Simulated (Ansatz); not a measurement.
The reference is Si3N4 (space group P6_3/m, No. 176; a = 7.625 Å, c = 2.910 Å). Axes: x lies along a and z along c of the hexagonal cell.

Modification: biaxial strain +0.77 %, plane normal [001], relaxed out of plane (Cartesian); in-plane vectors clamped, the third vector and the atoms free.

Level of theory: plane-wave PAW DFT at the PBEsol level (Ansatz, a first-principles code, 420 eV), scalar-relativistic without spin-orbit coupling.

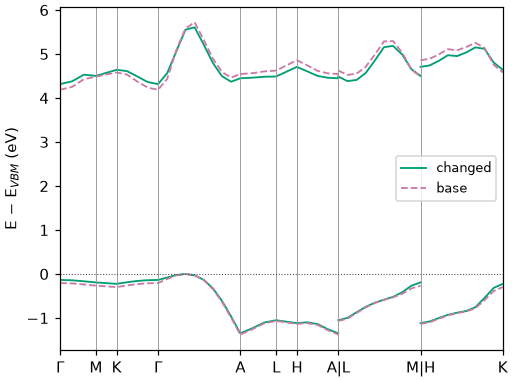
Figure: Highest valence and lowest conduction band along the path, each from its own valence-band maximum

Q: From the figure, how large is the changed gap, and is it direct?

A: About 4.3 eV, indirect, Γ–A (33 % along) → Γ.

No phonon test of stability was made.
